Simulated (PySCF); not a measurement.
**C$_{4}$H$_{7}$O$_{3}$S (SMILES C=C[CH]S(=O)(=O)OC) (doublet): density, localisation and related maps**

```xyz
15

C     3.0550    0.7634    0.1228
C     1.8336    0.2437   -0.2148
C     0.9912   -0.4179    0.6417
S    -0.5713   -0.9427    0.0371
O    -0.5702   -1.0155   -1.3927
O    -1.0484   -2.0761    0.7666
O    -1.4254    0.3701    0.4799
C    -2.7587    0.3509    0.0081
H     3.4412    0.6706    1.1228
H     3.6592    1.2827   -0.5980
H     1.4704    0.3444   -1.2293
H     1.1909   -0.6208    1.6760
H    -3.3234   -0.4340    0.5166
H    -2.7617    0.1606   -1.0677
H    -3.1867    1.3287    0.2239
```

Geometry: GFN2-xTB.

These are results of PySCF 2.14.0, density-fitted response routines, UKS B3LYP, pcH-1 on C H O S, non-relativistic, mean-field spin-orbit, GIAO, not measurements.

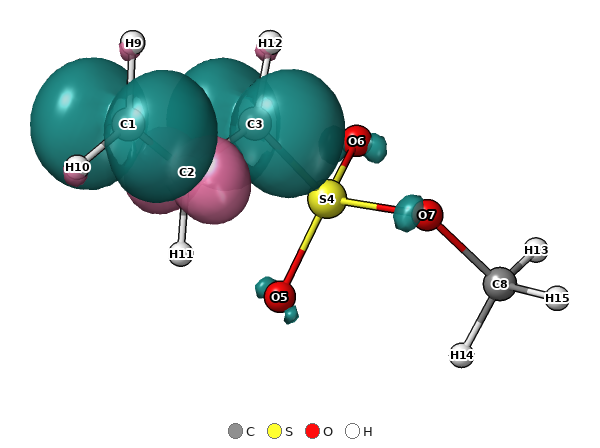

Figure 1. Isosurfaces of the spin density (α minus β) at +0.03 (teal) and −0.03 e/Å³ (pink), seen at an oblique angle.

Describe the spin distribution.

Answer. The unpaired spin (1 electron) lies mostly on C1 (about 0.4) and C3 (about 0.4), in electrons by Hirshfeld's partition.

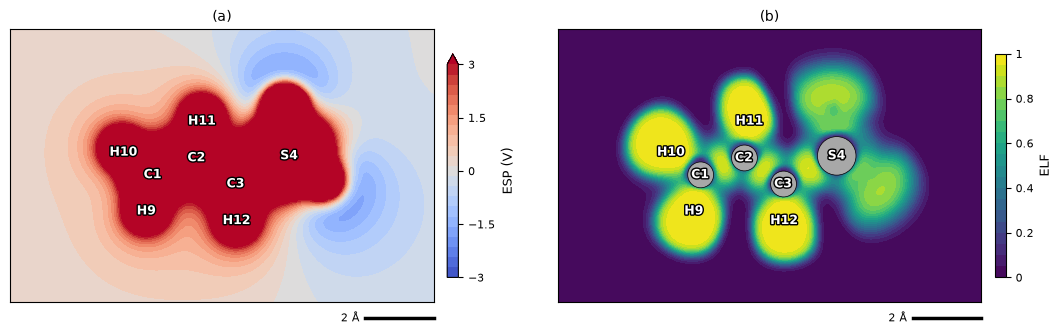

Figure 2. (a) molecular electrostatic potential; (b) electron localisation function on the plane of atoms C2, C3 and H12. Grey discs cover the atomic cores in the ELF map.

What do the fields say about this system?

Answer. Atoms in the plane: C, S and H.
C–C (1.37 Å): the ELF peaks at about 0.95 between the atoms, as expected for a covalent bond.
C–S (1.76 Å): the ELF peaks at about 0.95 between the atoms; a covalent bond.
C–H (1.07 Å): the ELF is about 0.95 at the midpoint (a covalent bond by its length).
The ELF also peaks beside O6 and O5, away from the bonds: non-bonding electrons, paired or unpaired.
Outside the dense part of the molecule the potential is most negative (−1.6 V) near O6, which lies off the plane.

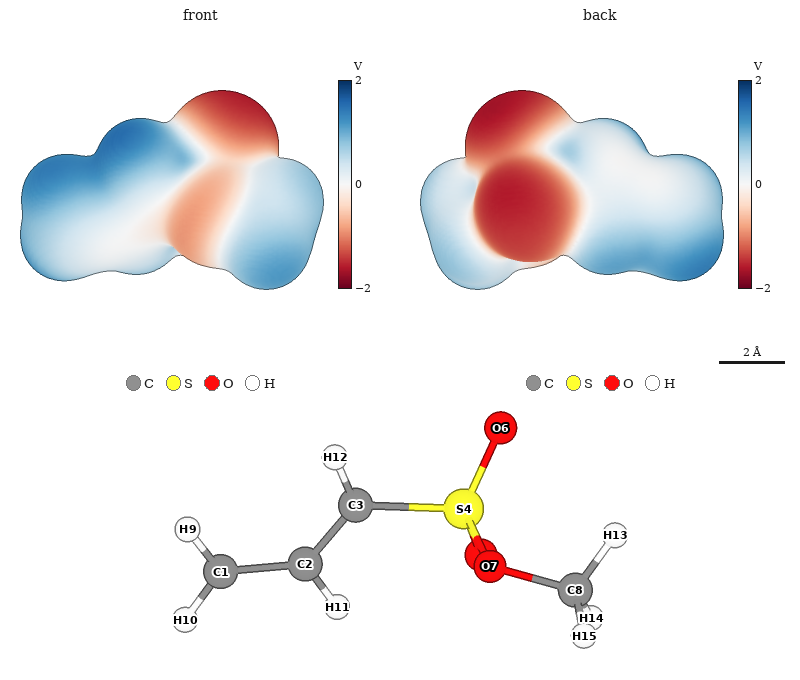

Figure 3. The electrostatic potential painted on the density surface at 0.002 e/bohr³, seen from the front and from behind; red is negative and blue positive. The bare structure is drawn below in the same view.

Describe the electrostatic potential map.

Answer. The most negative region (about −1.6 V) lies over O6, the most positive (about +1.5 V) over H12. O6 is the likeliest acceptor of a hydrogen bond.
